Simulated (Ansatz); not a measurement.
**Zn4SO3: from a guess to a relaxed structure**

Aim: relax a trial structure of Zn4SO3 and see where it ends.

Computed with Ansatz 0.2.0 (DFT PBE, scalar-relativistic, plane waves, PAW, unless a step's input says otherwise).

## (1) Starting point

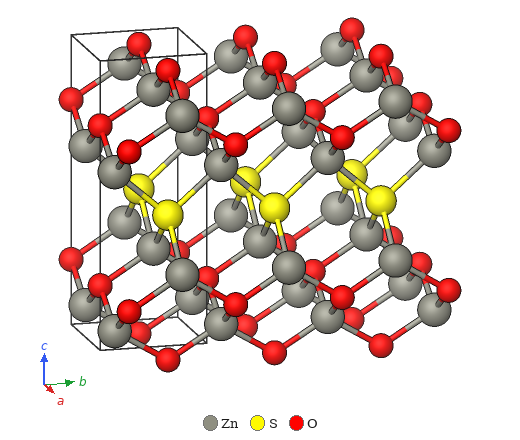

The starting structure, seen slightly off an axis (zinc grey, sulfur yellow, oxygen red). 2×3×1 cells are drawn. Atoms on the faces are drawn again on the opposite ones.

As a file:

```
Zn S O
1.0
     3.45884    0.00000    0.00000
     0.00000    3.45884    0.00000
     0.00000    0.00000    9.35065
Zn S O
4 1 3
Direct
  0.50000 0.00000 0.66083
  0.00000 0.50000 0.88834
  0.50000 0.00000 0.11166
  0.00000 0.50000 0.33917
  0.50000 0.50000 0.50000
  0.00000 0.00000 0.77614
  0.50000 0.50000 0.00000
  0.00000 0.00000 0.22386
```

The start is the relaxed end of an invented cell (made as: elements ordered on the sites of the ZnO type, O/S on O (P-4m2, No. 115)), taken up again for a closer look.

## (2) The guess as it stands, on a coarse mesh

File input.yaml:

```yaml
crystal:
  lattice:
    - [3.4588404, 0.0, 0.0]
    - [0.0, 3.4588404, 0.0]
    - [0.0, 0.0, 9.3506509]
  atoms:
    - { symbol: Zn, position: [0.5, 0.0, 0.660829] }
    - { symbol: Zn, position: [0.0, 0.5, 0.88834] }
    - { symbol: Zn, position: [0.5, 0.0, 0.11166] }
    - { symbol: Zn, position: [0.0, 0.5, 0.339171] }
    - { symbol: S, position: [0.5, 0.5, 0.5] }
    - { symbol: O, position: [0.0, 0.0, 0.776144] }
    - { symbol: O, position: [0.5, 0.5, 0.0] }
    - { symbol: O, position: [0.0, 0.0, 0.223856] }
basis:
  ecutwfc: 420
kpoints:
  mp_grid: { grid: [6, 6, 2] }
hamiltonian:
  xc: pbe
scf:
  occupations: { method: gaussian, width: 0.1 }
  lower_state_search: "off"
output:
  forces: true
  stress: true
  eigenvalues: true
```

Run with:

```sh
$ ansatz run input.yaml --threads 4 --pin off --max-ram 8192MiB --backend cpu --events-out ev --progress --plain --runs-dir out
```

Output, shortened:

```text
Warning: RAYON_NUM_THREADS=4 ignored (pool sized by the plan → 4); use --threads N
[...]
Pseudopotentials: kind: paw
Pseudopotential: Zn, paw, valence charge 12, recommended cutoff 420 eV (normal), Zn.paw.azcp
Pseudopotential: S, paw, valence charge 6, recommended cutoff 420 eV (normal), S.paw.azcp
Pseudopotential: O, paw, valence charge 6, recommended cutoff 420 eV (normal), O.paw.azcp
Functional definition: PBE
[...]
Crystal: 8 atoms, lattice volume = 111.867 Å³
Basis set: ecut = 420 eV, 2171 PW (Γ), exchange–correlation on 48×48×128 points (8 copies of the dense FFT grid, shifted against one another)
Bands: 44, of which v1, the nominal top of the filled ones, is band 36 counted from 1 (35 counted from 0)
Symmetry: 8 space group operations
Space group: P-4m2 (ITA 115), of the structure as read, at distance tolerance 4.8e-5 Å
k-points: 20 of 72
[...]
SCF iter   1: F=—  HF=-15882.691599 eV  |F-HF|=—  |Δ(HF+E_count)|=         —  Δρ=1.66e-3  dr2=3.74e-3  ethr=1.77e-3  ⟨swp⟩=6.5  Hψ=3493  notcnv=0  defer=4
[...]
SCF iter   7: F=-15882.693068 eV  HF=-15882.693068 eV  |F-HF|=9.26e-9  |Δ(HF+E_count)|=   4.08e-8  Δρ=4.39e-6  dr2=1.44e-8  ethr=1.39e-10  ⟨swp⟩=7.3  Hψ=3457  notcnv=0
[...]
SCF converged after 7 iterations
Free energy (F): -15882.693068 eV
[...]
E sigma→0 (E₀):  -15882.691984 eV
Entropy (-TS):   -0.002169 eV (-0.271 meV/atom)
Fermi energy:    7.171229 eV
[...]
--- Forces (eV/Å), atoms counted from 1 ---
  atom   1  Zn     0.00000000    -0.00000000     0.01241221
  atom   2  Zn     0.00000000     0.00000000     0.00283239
  atom   3  Zn     0.00000000     0.00000000    -0.00283239
  atom   4  Zn     0.00000000    -0.00000000    -0.01241221
  atom   5  S     -0.00000000     0.00000000     0.00000000
  atom   6  O      0.00000000     0.00000000    -0.00430982
  atom   7  O      0.00000000    -0.00000000    -0.00000000
  atom   8  O      0.00000000    -0.00000000     0.00430982
[...]
--- Stress (GPa, compression-positive) ---
       -0.002055       0.000000       0.000000
        0.000000      -0.002055       0.000000
        0.000000       0.000000       0.042158
  P = ⅓ Tr σ = 0.0127 GPa (0.127 kbar)
--- Band table (eV; the first three rows and the last of 20) ---
[...]
```

Wall time 1.2 s (4 threads of Intel Xeon 6975P-C (Granite Rapids), shared host); peak memory 0.47 GiB.

Read-out: pressure 0.0 GPa, largest force 0.01 eV/Å, gap on this mesh 0.15 eV. The relaxation goes to the converged mesh at once.

## (3) Final relaxation

Changes to input.yaml since step 2:

```diff
@@ -17,3 +17,3 @@
 kpoints:
-  mp_grid: { grid: [6, 6, 2] }
+  mp_grid: { grid: [10, 10, 4] }
 hamiltonian:
@@ -21,4 +21,3 @@
 scf:
-  occupations: { method: gaussian, width: 0.1 }
-  lower_state_search: "off"
+  occupations: { method: gaussian, width: 0.01 }
 output:
@@ -27 +26,6 @@
   eigenvalues: true
+relax:
+  adjacent_minimum: "off"
+  f_tol: 0.01
+  max_steps: 80
+  cell: { stress_tol: 0.05 }
```

Run with:

```sh
$ ansatz run input.yaml --threads 4 --pin off --max-ram 8192MiB --backend cpu --events-out ev --progress --plain --runs-dir out
```

Output, shortened:

```text
Warning: RAYON_NUM_THREADS=4 ignored (pool sized by the plan → 4); use --threads N
[...]
[... 5 set-up lines as earlier in the session ...]
[...]
Crystal: 8 atoms, lattice volume = 111.867 Å³
Basis set: ecut = 420 eV, 2171 PW (Γ), exchange–correlation on 48×48×128 points (8 copies of the dense FFT grid, shifted against one another)
Bands: 44, of which v1, the nominal top of the filled ones, is band 36 counted from 1 (35 counted from 0)
[... 2 set-up lines as earlier in the session ...]
k-points: 63 of 400 (time reversal used)
[...]
        0.000000       0.008351       0.000000
        0.000000       0.000000      -0.028357
  P = ⅓ Tr σ = -0.0039 GPa (-0.039 kbar)
--- Band table (eV; the first three rows and the last of 63) ---
[...]
--- Relaxed structure (1 steps of the walk, 1 accepted, 1 SCFs on fresh bases) ---
  F+E_penalty+E_count = -15882.69918401 eV   max|allowed force component| = 8.658e-3 eV/Å   (the final SCF, on the basis selected at the relaxed cell)
  cell:  # Å, volume = 111.8672 Å³
    - [3.4588404, 0.0, 0.0]
    - [0.0, 3.4588404, 0.0]
    - [0.0, 0.0, 9.3506509]
  atoms:
    - { symbol: Zn, position: [0.49999999999999994, 0.0, 0.6608290000000001] }
    - { symbol: Zn, position: [0.0, 0.49999999999999994, 0.8883400000000001] }
    - { symbol: Zn, position: [0.49999999999999994, 0.0, 0.11166] }
    - { symbol: Zn, position: [0.0, 0.49999999999999994, 0.339171] }
    - { symbol: S, position: [0.49999999999999994, 0.49999999999999994, 0.5] }
    - { symbol: O, position: [0.0, 0.0, 0.776144] }
    - { symbol: O, position: [0.49999999999999994, 0.49999999999999994, 0.0] }
    - { symbol: O, position: [0.0, 0.0, 0.22385600000000003] }
```

It took 7.8 s on 4 threads of Intel Xeon 6975P-C (Granite Rapids), shared host; peak memory 0.63 GiB.

Relaxation path:

| step | E - E(step 1) (eV/cell) | largest force component (eV/Å) | pressure (GPa) | volume (Å³) |
| --- | --- | --- | --- | --- |
| 1 | 0.0000 | 0.0087 | 0.00 | 111.87 |
| 2 | 0.0000 | 0.0087 | 0.00 | 111.87 |

Step 1 is the start. Step 2 repeats the geometry before it on a plane-wave basis chosen anew for that cell, so its energy need not be comparable with the rows above.

|  | before | after | change |
| --- | --- | --- | --- |
| a (Å) | 3.459 | 3.459 | 0.0 % |
| b (Å) | 3.459 | 3.459 | 0.0 % |
| c (Å) | 9.351 | 9.351 | 0.0 % |
| volume (Å³/atom) | 13.98 | 13.98 | 0.0 % |
| shortest distance (Å) | 2.020 | 2.020 | 0.0 % |
| space group (0.01 Å) | P-4m2 | P-4m2 | same |

The run keeps the 8 symmetry operations of the start, so it could not have lowered the symmetry.

## (4) Variant: ecutwfc 550 eV

Changes to input.yaml since step 3:

```diff
@@ -15,3 +15,3 @@
 basis:
-  ecutwfc: 420
+  ecutwfc: "550 eV"
 kpoints:
@@ -24,8 +24,3 @@
   forces: true
+  eigenvalues: true
   stress: true
-  eigenvalues: true
-relax:
-  adjacent_minimum: "off"
-  f_tol: 0.01
-  max_steps: 80
-  cell: { stress_tol: 0.05 }
```

Run with:

```sh
$ ansatz run input.yaml --threads 4 --pin off --max-ram 8192MiB --backend cpu --events-out ev --progress --plain --runs-dir out
```

Output, shortened:

```text
Warning: RAYON_NUM_THREADS=4 ignored (pool sized by the plan → 4); use --threads N
[...]
[... 5 set-up lines as earlier in the session ...]
[...]
Crystal: 8 atoms, lattice volume = 111.867 Å³
Basis set: ecut = 550 eV, 3291 PW (Γ), exchange–correlation on 54×54×144 points (8 copies of the dense FFT grid, shifted against one another)
Bands: 44, of which v1, the nominal top of the filled ones, is band 36 counted from 1 (35 counted from 0)
[... 2 set-up lines as earlier in the session ...]
k-points: 63 of 400 (time reversal used)
[...]
SCF iter   9: F=-15882.732435 eV  HF=-15882.732435 eV  |F-HF|=1.59e-9  |Δ(HF+E_count)|=   2.69e-8  Δρ=5.13e-6  dr2=2.47e-8  ethr=1.39e-10  ⟨swp⟩=4.5  Hψ=10172  notcnv=0
[...]
SCF converged after 9 iterations
Free energy (F): -15882.732435 eV
[...]
E sigma→0 (E₀):  -15882.732435 eV
Fermi energy:    7.135815 eV
[...]
--- Forces (eV/Å), atoms counted from 1 ---
  atom   1  Zn     0.00000000    -0.00000000    -0.00687119
  atom   2  Zn     0.00000000     0.00000000    -0.00188185
  atom   3  Zn     0.00000000    -0.00000000     0.00188185
  atom   4  Zn     0.00000000    -0.00000000     0.00687119
  atom   5  S     -0.00000000    -0.00000000     0.00000000
  atom   6  O      0.00000000     0.00000000     0.00707174
  atom   7  O      0.00000000     0.00000000    -0.00000000
  atom   8  O      0.00000000    -0.00000000    -0.00707174
[...]
--- Stress (GPa, compression-positive) ---
       -0.017583       0.000000       0.000000
        0.000000      -0.017583       0.000000
        0.000000       0.000000      -0.060645
  P = ⅓ Tr σ = -0.0319 GPa (-0.319 kbar)
--- Band table (eV; the first three rows and the last of 63) ---
[...]
```

Wall time 6.5 s (4 threads of Intel Xeon 6975P-C (Granite Rapids), shared host); peak memory 0.71 GiB.

| run | ending | energy change | pressure (GPa) | gap (eV) | force (eV/Å) | cycles | time |
| --- | --- | --- | --- | --- | --- | --- | --- |
| step 3 | converged | 0 | 0.0 | 0.13 | 0.01 | - | 7.8 s |
| variant | converged | -4.2 meV/atom | 0.0 | 0.13 | 0.01 | 9 | 6.5 s |

Changing the cutoff moves the energy by -4.2 meV/atom. More plane waves (550 against 420 eV) lower the energy, so the reference carries at least that much basis error.

## (5) Results

| quantity | value |
| --- | --- |
| symmetry at the end (tolerance 0.02 Å) | space group P-4m2 (No. 115) |
| conventional cell | a = 3.459 Å, b = 3.459 Å, c = 9.351 Å, α = 90.00°, β = 90.00°, γ = 90.00° |
| volume | 13.98 Å³/atom |
| energy over the elements (uncorrected; H, N, O, F and Cl as molecules) | -1.20 eV/atom |
| gap on the mesh | 0.13 eV |

**Reading.** The space group P-4m2 (No. 115) is kept, at nearly the size of the first guess. It lies below the elements, which doesn't yet make it stable: competing phases were not computed in this session. No finished test with a distortion of lower symmetry is shown, so the end may be a saddle point.
